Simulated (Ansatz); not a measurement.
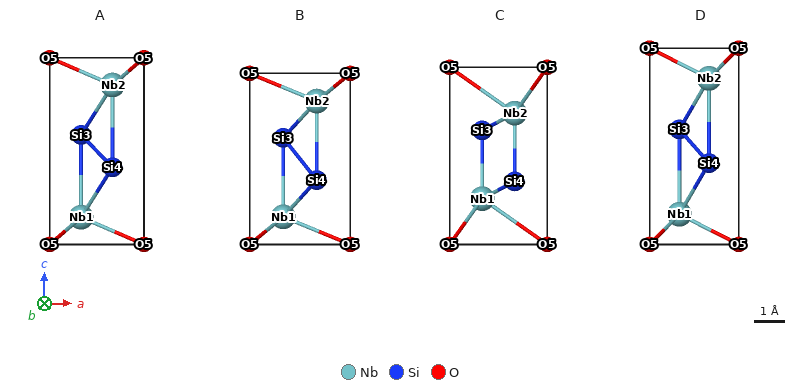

4 geometries from one relaxation of solid Nb2Si2O (a generated structure, set up in P-3m1) (coarse preliminary run), in shuffled order. A ball-and-stick model of the cell of the calculation, seen along the b axis.

All numbers below come from DFT PBE, scalar-relativistic, plane waves, PAW (Ansatz 0.2.0). (plane-wave cutoff 420 eV; k-point mesh 6 × 6 × 4; occupations gaussian; smearing width 0.1 eV; no spin polarisation; cell and atoms relaxed; force threshold 0.04 eV/Å; at most 70 steps)

### Put them in the order of the run, from the start to the converged end.

C, B, A, D. They are steps 0, 3, 6, 13, at +1322 meV per atom, +430 meV per atom, +79.6 meV per atom relative to the last. The largest moves relative to the cell, 0.70 Å, are those of Nb1 and Nb2. Nb1 goes along −c. Largest moves by element: Nb 0.70 Å, Si 0.39 Å. O stays in place. Cell: a = b 3.848 → 3.514 Å (−8.7 %), c 6.048 → 6.704 Å (+10.8 %). Volume −7.6 %. Among the contacts that change: Nb1–Nb2 3.836 → 2.893 Å, Nb1–Si3 2.330 → 2.897 Å, Si3–Si4 2.822 → 2.332 Å, Nb1–O5 2.717 → 2.276 Å. New bonds form: Nb1–Nb2 (3.84 → 2.89 Å). Bond angles that change, for instance: Nb2–Si3–Nb2 113.6° → 82.1°, Nb1–Si3–Nb2 104.9° → 130.7°, Nb1–O5–Nb2 89.8° → 78.9°. The space group stays P-3m1 (No. 164). After 11 accepted moves (13 points after the start) the energy has fallen by 1322 meV per atom. The largest force component goes from 4.2 to 0.017 eV/Å. Pressure: 25.37 GPa at the start and 0.06 GPa at the end. The SCF was repeated twice at an unchanged geometry on a basis and grid sized afresh for the cell, which shifted the energy by 1.8 meV per atom at most. Cost: 33 s on 1 thread of AMD EPYC 7R43 64-Core Processor (Zen 3), with other jobs on the host, peak memory 0.43 GiB.
